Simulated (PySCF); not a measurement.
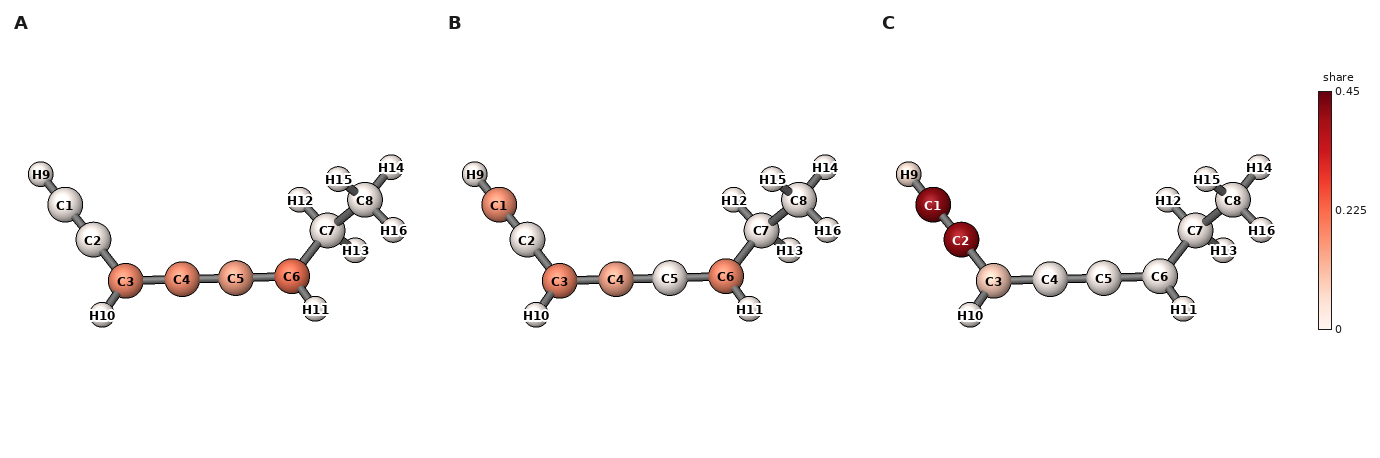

Each panel colours the atoms by their Löwdin share in one orbital (up to four of the largest shares; other atoms are shown as zero). The geometry was computed by an optimisation with GFN2-xTB. No frequency run is at hand to confirm it as a minimum. Method: CAM-B3LYP/def2-SVPD (PySCF 2.14.0).

The panels show the HOMO−2, HOMO, LUMO, in some order. Which is which?

A: LUMO, −0.95 eV; C6 0.20, C3 0.17, C4 0.17, C5 0.14
B: HOMO, −7.58 eV; C3 0.18, C6 0.17, C1 0.16, C4 0.13
C: HOMO−2, −9.46 eV; C1 0.41, C2 0.40, C3 0.08, H9 0.04
